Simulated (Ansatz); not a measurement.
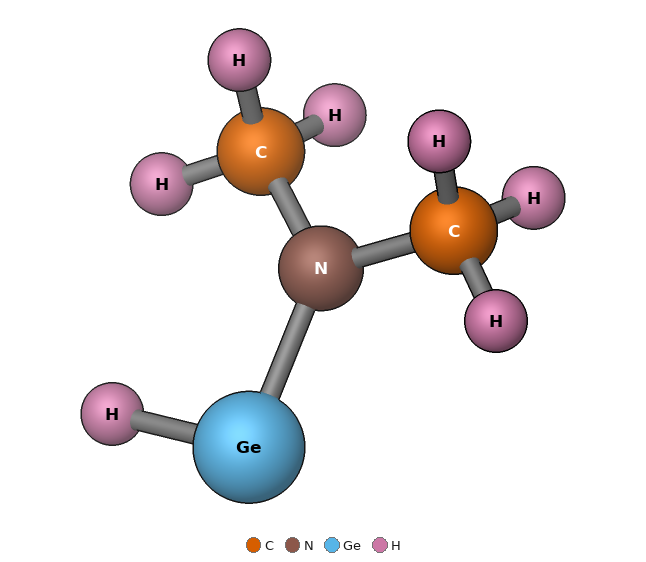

A ball-and-stick model of a molecule. Every bond is drawn as one stick, whatever its order.

Computed geometry: PBE0-D4/def2-TZVP optimisation.

Question: Give the formula.

Answer: C₂H₇GeN, 11 atoms: 2 carbon, 7 hydrogen, 1 germanium and 1 nitrogen.

Question: Count the bonded pairs by element.

Answer: 6 C–H, 2 C–N, 1 Ge–N, 1 Ge–H.

Question: How many atoms are distinct by symmetry?

Answer: 9: 1 C, 1 N, 1 C, 1 Ge, 2 H, 1 H, 1 H, 2 H, 1 H.

Question: What is the point group of this geometry?

Answer: Cs.

More results for the same structure follow; atom numbers are the same in all pictures, views and colours differ.

**Geometry**

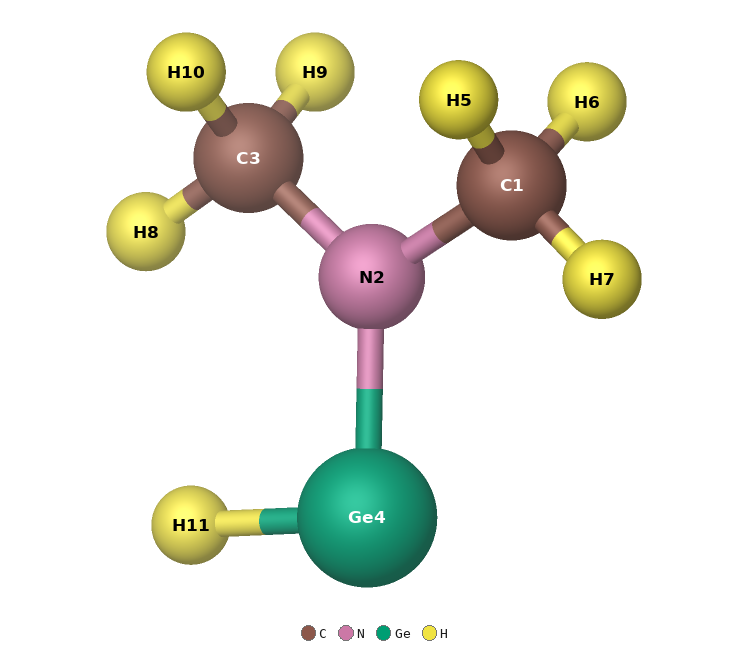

Numbered structure.

Question: What is the geometry at Ge4?

Answer: Ge4 has 2 neighbours (N2 at 1.82, H11 at 1.60 Å); the arrangement is bent.

Question: How are the neighbours of atom 3 arranged?

Answer: C3 has 4 neighbours (N2 at 1.44, H8 at 1.09, H9 at 1.10, H10 at 1.10 Å); the arrangement is tetrahedral.

Question: How are the neighbours of atom 1 arranged?

Answer: C1 has 4 neighbours (N2 at 1.45, H5 at 1.10, H6 at 1.10, H7 at 1.09 Å); the arrangement is tetrahedral.

Question: What is the geometry at N2?

Answer: N2 has 3 neighbours (C1 at 1.45, C3 at 1.44, Ge4 at 1.82 Å); the arrangement is trigonal planar.

**Levels of theory compared**

Program: Ansatz 0.2.0.

Compare HOMO–LUMO gap (eV) at these levels: B3LYP-D4/def2-TZVPP; B97M-V/def2-TZVPP; BLYP-D4/def2-TZVPP; HSE06 (plane-wave form)-D4/def2-TZVPP; PBE-D4/def2-TZVPP; r2SCAN-D4/def2-TZVPP; revPBE-D4/def2-TZVPP; ωB97M-V/def2-QZVPP; ωB97M-V/def2-TZVPP; ωB97X-V/def2-TZVPP.

| level | HOMO–LUMO gap (eV) |
| --- | --- |
| B3LYP-D4/def2-TZVPP | 4.46 |
| B97M-V/def2-TZVPP | 3.39 |
| BLYP-D4/def2-TZVPP | 2.99 |
| HSE06 (plane-wave form)-D4/def2-TZVPP | 4.07 |
| PBE-D4/def2-TZVPP | 2.99 |
| r2SCAN-D4/def2-TZVPP | 3.32 |
| revPBE-D4/def2-TZVPP | 3.03 |
| ωB97M-V/def2-QZVPP | 8.75 |
| ωB97M-V/def2-TZVPP | 8.93 |
| ωB97X-V/def2-TZVPP | 9.15 |

**Vibrations**

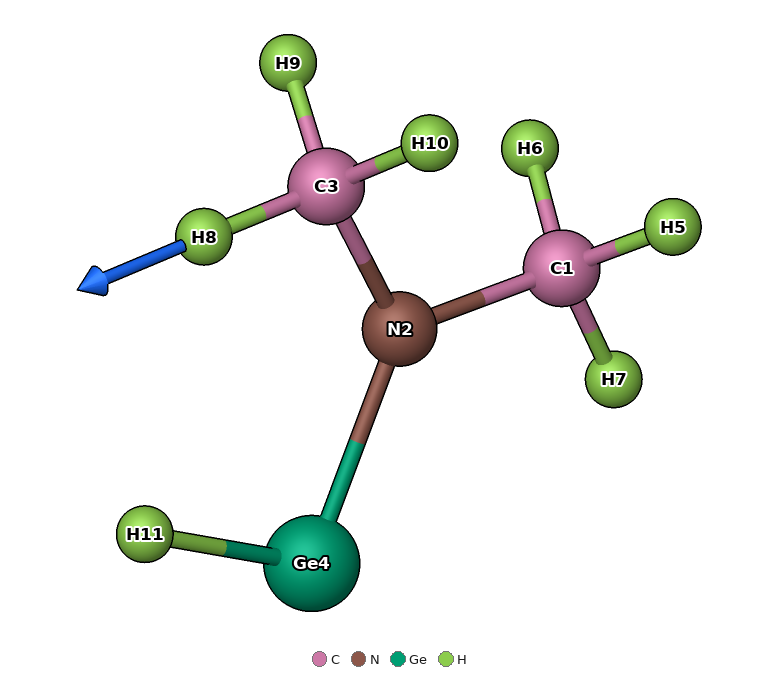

The arrows show one normal mode. Harmonic vibrations computed with RKS PBE0-D4/def2-TZVP (Ansatz 0.2.0) at a stationary point of the same level.

Question: What kind of motion is it?

Answer: Mostly C–H stretching.

Question: At what wavenumber does it lie?

Answer: 3154 cm⁻¹; it is mode 27 of 27 counted from the lowest.

**Charges**

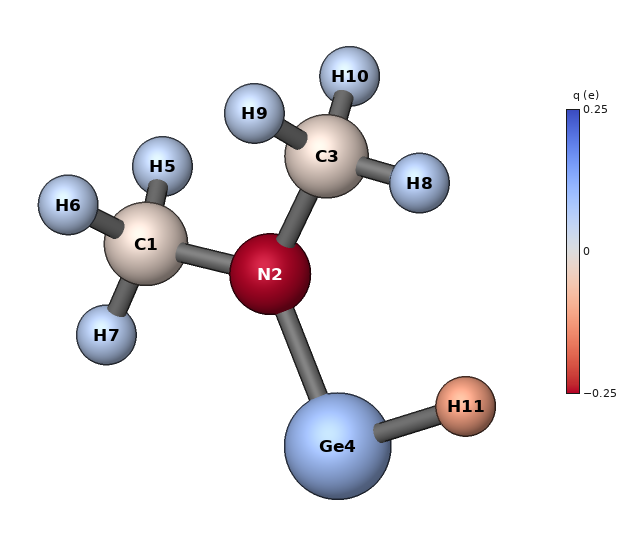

Atoms are coloured by their Mulliken charges. Method: RKS r2SCAN-D4/def2-TZVPP (Ansatz 0.2.0).

Give the Mulliken charges atom by atom.

```tsv
atom	value (e)
C1	−0.02
N2	−0.25
C3	−0.02
Ge4	0.09
H5	0.05
H6	0.05
H7	0.06
H8	0.06
H9	0.05
H10	0.05
H11	−0.12
```

Mulliken values depend strongly on the basis set and can even reverse the polarity of a bond.
